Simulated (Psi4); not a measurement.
# One shape, several levels: AlH5S (Al(H2S)H3)

Wanted: a comparison of 3 runs (B3LYP/6-31G*, TPSS/6-311+G**, CISD/heavy-aug-cc-pVDZ) of AlH5S (Al(H2S)H3). 

Program for the calculation: Psi4 1.11.

1 further run of the same task is left out (set aside as unsound or not needed).

**1. The molecule**

The species is AlH5S (7 atoms), meant as a singlet with charge 0. SMILES: `[H][Al]([H])([H])<-[SH2]`. Geometry: a GFN2-xTB relaxation, a rough one for these elements and not checked as a minimum.

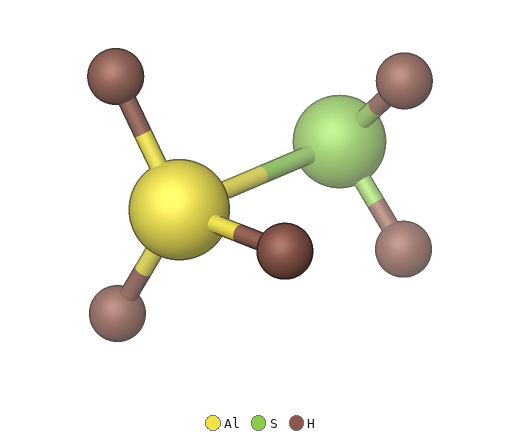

The structure, seen from a chosen angle (aluminium yellow, sulfur green, hydrogen brown).

**2. A single-point energy at B3LYP/6-31G(d) (spherical functions) (run 1)**

The input, job.inp:

```
memory 1600 mb

molecule {
  0 1
  Al
  S 1 2.47078
  H 2 1.332124 1 90.60356
  H 2 1.331942 3 92.62772 1 -90.12532
  H 1 1.562801 2 96.00935 4 165.71672
  H 1 1.577235 5 118.65736 2 95.73162
  H 1 1.562575 5 120.81947 6 164.03133
  symmetry c1
}

set puream true
set e_convergence 1e-09
set d_convergence 1e-08
set scf_type pk
set dft_radial_points 99
set dft_spherical_points 590

E, wfn = energy('b3lyp/6-31G*', return_wfn=True)
oeprop(wfn, 'WIBERG_LOWDIN_INDICES', 'LOWDIN_CHARGES', 'MULLIKEN_CHARGES')
```

Run with:

```
$ psi4 -i job.inp -o job.out -n 1
```

job.out:

```text
[...]
  Running in c1 symmetry.
[...]
  Nuclear repulsion =   85.549489793578985
[...]
  Multiplicity = 1
[...]
  Nalpha       = 17
  Nbeta        = 17
[...]
    Number of basis functions: 46
[...]
   @RKS iter   1:  -643.54120239174733   -2.94321e-01   5.52035e-03 ADIIS/DIIS
[...]
   @RKS iter  10:  -643.60014757006275   -1.13687e-13   1.21670e-09 DIIS
[...]
    Orbital Energies [Eh]
    ---------------------
    Doubly Occupied:
       1A    -88.920513     2A    -55.994748     3A     -8.004134
       4A     -5.967075     5A     -5.963892     6A     -5.958439
       7A     -4.096430     8A     -2.652856     9A     -2.646387
      10A     -2.646251    11A     -0.815818    12A     -0.508650
      13A     -0.439886    14A     -0.410773    15A     -0.319494
      16A     -0.282822    17A     -0.279729
[...]
  @RKS Final Energy:  -643.60014757006275
   => Energetics <=
    Nuclear Repulsion Energy =             85.5494897935789851
    One-Electron Energy =               -1059.9392816979102463
    Two-Electron Energy =                 368.0559977642435570
    DFT Exchange-Correlation Energy =     -37.2663534299750410
    Empirical Dispersion Energy =           0.0000000000000000
    VV10 Nonlocal Energy =                  0.0000000000000000
    Total Energy =                       -643.6001475700627452
[...]
 Multipole Moments:
 ------------------------------------------------------------------------------------
     Multipole            Electronic (a.u.)      Nuclear  (a.u.)        Total (a.u.)
 ------------------------------------------------------------------------------------
 L = 1.  Multiply by 2.5417464519 to convert [e a0] to [Debye]
 Dipole X            :         -0.8373496            1.2106816            0.3733320
 Dipole Y            :          0.7955527           -1.1546077           -0.3590550
 Dipole Z            :          1.8271423           -0.5860338            1.2411085
 Magnitude           :                                                    1.3448597
[...]
  Mulliken Charges: (a.u.)
   Center  Symbol    Alpha    Beta     Spin     Total
       1    AL     6.41880  6.41880  0.00000  0.16241
       2     S     8.06443  8.06443  0.00000 -0.12885
       3     H     0.41295  0.41295  0.00000  0.17411
       4     H     0.41282  0.41282  0.00000  0.17437
       5     H     0.55996  0.55996  0.00000 -0.11993
       6     H     0.57093  0.57093  0.00000 -0.14187
       7     H     0.56012  0.56012  0.00000 -0.12023
   Total alpha = 17.00000, Total beta = 17.00000, Total charge =  0.00000
  Lowdin Charges: (a.u.)
[...]
```

It took 4.8 s on 1 thread of AMD EPYC 9R45 (Zen 5), shared host; peak memory 0.71 GiB.

**3. Energy and forces at TPSS/6-311+G(d,p) (run 2)**

The input, input.json:

```json
{
  "schema_name": "qcschema_input",
  "schema_version": 1,
  "molecule": {
    "schema_name": "qcschema_molecule",
    "schema_version": 2,
    "symbols": ["Al", "S", "H", "H", "H", "H", "H"],
    "geometry": [0.24528645, -0.41946251, -1.91162805, 0.28691712, -0.4760976, 2.75694034, 0.96867361, 1.94666357, 2.80677242, -2.16464348, 0.0931824, 2.78999165, 3.1788028, -0.35373783, -2.24620406, -1.25882216, 2.15288938, -1.97714486, -1.25621434, -2.94343741, -2.21870855],
    "molecular_charge": 0,
    "molecular_multiplicity": 1,
    "fix_symmetry": "c1"
  },
  "driver": "gradient",
  "model": {
    "method": "tpss",
    "basis": "6-311+G**"
  },
  "keywords": {
    "reference": "rks",
    "puream": true,
    "e_convergence": 1e-09,
    "d_convergence": 1e-08,
    "scf_type": "pk",
    "dft_radial_points": 99,
    "dft_spherical_points": 590,
    "scf_properties": ["MAYER_INDICES", "LOWDIN_CHARGES", "QUADRUPOLE"]
  }
}
```

Run with:

```
$ psi4 --qcschema input.json -n 1 --memory 1600MB
```

stdout:

```text
[...]
  Running in c1 symmetry.
[...]
  Nuclear repulsion =   85.549490823894658
[...]
  Multiplicity = 1
[...]
  Nalpha       = 17
  Nbeta        = 17
[...]
    Number of basis functions: 90
[...]
   @RKS iter   1:  -643.57020147831474   -2.59420e-01   5.71499e-03 DIIS/ADIIS
[...]
   @RKS iter  10:  -643.67043158758543   -1.09139e-11   8.14828e-09 DIIS
[...]
  @RKS Final Energy:  -643.67043158758543
   => Energetics <=
    Nuclear Repulsion Energy =             85.5494908238946579
    One-Electron Energy =               -1060.1239568993837565
    Two-Electron Energy =                 377.1752199819667339
    DFT Exchange-Correlation Energy =     -46.2711854940630545
    Empirical Dispersion Energy =           0.0000000000000000
    VV10 Nonlocal Energy =                  0.0000000000000000
    Total Energy =                       -643.6704315875854263
[...]
 Multipole Moments:
 ------------------------------------------------------------------------------------
     Multipole            Electronic (a.u.)      Nuclear  (a.u.)        Total (a.u.)
 ------------------------------------------------------------------------------------
 L = 1.  Multiply by 2.5417464519 to convert [e a0] to [Debye]
 Dipole X            :          0.6217217           -0.8580362           -0.2363145
 Dipole Y            :         -1.0390533            1.4461896            0.4071363
 Dipole Z            :          1.8179670           -0.5609049            1.2570621
 Magnitude           :                                                    1.3423150
 L = 2.  Multiply by 1.3450342976 to convert [e a0^2] to [Debye ang]
 Quadrupole XX       :        -42.4677496           19.4676928          -23.0000568
 Quadrupole XY       :         -0.1998195            0.5824781            0.3826585
[...]
  -Total Gradient:
     Atom            X                  Y                   Z
    ------   -----------------  -----------------  -----------------
       1        0.000291043457    -0.000828210648     0.002161465633
       2       -0.006616829937     0.011086358447    -0.006188112204
       3       -0.002905941034    -0.009958839151    -0.003191307604
       4        0.010222656544    -0.002286369792    -0.003246720014
       5       -0.008897455495    -0.000248888701     0.003439098336
       6        0.003238021941    -0.005501718654     0.003627479496
       7        0.004669810990     0.007735660102     0.003403226609
[...]
```

The result, in JSON:

```text
{
 "driver": "gradient",
 "model": {
  "method": "tpss",
  "basis": "6-311+G**"
 },
 "success": true,
 "return_result": [0.00029104345746138295, -0.000828210648070901, 0.0021614656326222753, -0.006616829937397567, 0.011086358446749822, -0.006188112204029851, -0.0029059410343231368, -0.009958839151464394, -0.003191307603738699, 0.010222656543808661, -0.002286369792261239, -0.0032467200136922234, -0.008897455494880052, -0.00024888870061872065, 0.0034390983361033585, 0.0032380219407589575, -0.005501718653659601, 0.0036274794955450983, 0.0046698109902139, 0.007735660101723982, 0.0034032266088147725],
 "properties": {
  "calcinfo_nbasis": 90,
  "calcinfo_nmo": 90,
  "calcinfo_nalpha": 17,
  "calcinfo_nbeta": 17,
  "calcinfo_natom": 7,
  "nuclear_repulsion_energy": 85.54949082389466,
  "return_energy": -643.6704315875854,
  "return_gradient": [0.00029104345746138295, -0.000828210648070901, 0.0021614656326222753, -0.006616829937397567, 0.011086358446749822, -0.006188112204029851, -0.0029059410343231368, -0.009958839151464394, -0.003191307603738699, 0.010222656543808661, -0.002286369792261239, -0.0032467200136922234, -0.008897455494880052, -0.00024888870061872065, 0.0034390983361033585, 0.0032380219407589575, -0.005501718653659601, 0.0036274794955450983, 0.0046698109902139, 0.007735660101723982, 0.0034032266088147725],
  "scf_one_electron_energy": -1060.1239568993838,
  "scf_two_electron_energy": 377.17521998196673,
  "scf_xc_energy": -46.271185494063054,
  "scf_dipole_moment": [-0.23631446878780693, 0.40713627191095103, 1.2570621082864382],
  "scf_total_energy": -643.6704315875854,
  "scf_total_gradient": [0.00029104345746138295, -0.000828210648070901, 0.0021614656326222753, -0.006616829937397567, 0.011086358446749822, -0.006188112204029851, -0.0029059410343231368, -0.009958839151464394, -0.003191307603738699, 0.010222656543808661, -0.002286369792261239, -0.0032467200136922234, -0.008897455494880052, -0.00024888870061872065, 0.0034390983361033585, 0.0032380219407589575, -0.005501718653659601, 0.0036274794955450983, 0.0046698109902139, 0.007735660101723982, 0.0034032266088147725],
  "scf_iterations": 10
 }
}
```

It took 22 s on 1 thread of AMD EPYC 9R45 (Zen 5), shared host; peak memory 0.86 GiB.

**4. The energy at CISD/heavy-aug-cc-pVDZ (density fitting) (run 3)**

The input, alh5s.xyz:

```xyz
7
AlH5S
Al     0.129800    -0.221970    -1.011590
S      0.151830    -0.251940     1.458910
H      0.512600     1.030130     1.485280
H     -1.145480     0.049310     1.476400
H      1.682150    -0.187190    -1.188640
H     -0.666140     1.139260    -1.046260
H     -0.664760    -1.557600    -1.174090
```

The input, run.py:

```python
import numpy as np
from ase.calculators.psi4 import Psi4
from ase.io import read

mol = read('alh5s.xyz')
calc = Psi4(atoms=mol, method='cisd', basis='heavy-aug-cc-pVDZ', memory='1600MB', num_threads=1, charge=0, multiplicity=1, label='alh5s', reference='rhf')
calc.psi4.set_options({'freeze_core': True})
mol.calc = calc

print(f'energy: {mol.get_potential_energy():.6f} eV')
```

Run with:

```
$ python run.py
```

alh5s.dat:

```text
[...]
  Running in c1 symmetry.
[...]
  Nuclear repulsion =   85.549490768182579
[...]
  Multiplicity = 1
[...]
  Nalpha       = 17
  Nbeta        = 17
[...]
    Number of basis functions: 79
[...]
   @RHF iter   1:  -642.29274902960287   -4.64750e-01   2.49540e-03 DIIS/ADIIS
[...]
   @RHF iter  10:  -642.33607527838603   -1.04592e-11   6.30802e-09 DIIS
[...]
    Orbital Energies [Eh]
    ---------------------
    Doubly Occupied:
       1A    -92.024964     2A    -58.440477     3A     -9.029501
       4A     -6.711154     5A     -6.710107     6A     -6.708409
       7A     -4.857914     8A     -3.173158     9A     -3.170753
      10A     -3.170702    11A     -1.049927    12A     -0.644579
      13A     -0.584865    14A     -0.550635    15A     -0.438219
      16A     -0.408765    17A     -0.403711
[...]
  @RHF Final Energy:  -642.33607527838603
   => Energetics <=
    Nuclear Repulsion Energy =             85.5494907681825794
    One-Electron Energy =               -1059.6154515226010062
    Two-Electron Energy =                 331.7298854760324502
    Total Energy =                       -642.3360752783860335
[...]
 Multipole Moments:
 ------------------------------------------------------------------------------------
     Multipole            Electronic (a.u.)      Nuclear  (a.u.)        Total (a.u.)
 ------------------------------------------------------------------------------------
 L = 1.  Multiply by 2.5417464519 to convert [e a0] to [Debye]
 Dipole X            :          0.6476082           -0.8580362           -0.2104279
 Dipole Y            :         -1.0837970            1.4461896            0.3623926
 Dipole Z            :          1.7490026           -0.5609049            1.1880977
 Magnitude           :                                                    1.2598351
[...]
      * SCS-MP2 total energy:                 -642.586314353341
[...]
      * MP2 total energy:                     -642.574533803147
[...]
      * CISD total energy:                    -642.592393493886
[...]
```

The script printed:

```text
energy: -17485.829676 eV
```

It took 6 s on 1 thread of AMD EPYC 9R45 (Zen 5), shared host; peak memory 0.45 GiB.

**5. The series**

```csv
run,level,task,integrals,energy (Eh),dipole moment (D),HOMO energy (eV),LUMO energy (eV),wall time
1,B3LYP/6-31G* (spherical functions),energy,pk,-643.600148,3.42,-7.61,-0.61,4.8 s
2,TPSS/6-311+G**,gradient,pk,-643.670432,3.41,-6.85,-1.33,22 s
3,CISD/heavy-aug-cc-pVDZ (density fitting),energy,df,-642.592393,–,-10.99,0.73,6 s
```

**6. Outcome**

| quantity | value |
| --- | --- |
| run 3: total energy | -642.59239 Eh |
| run 3: HOMO energy (Hartree–Fock orbitals) | -10.99 eV |
| run 3: LUMO energy (Hartree–Fock orbitals) | 0.73 eV |
| run 3: HOMO–LUMO gap (Hartree–Fock orbitals) | 11.72 eV |
| run 3: correlation energy (10 core orbitals frozen) | -256.3 mEh |

What this shows: Totals of different functionals can't be ranked against each other. All runs together took 32 s, the longest 22 s.
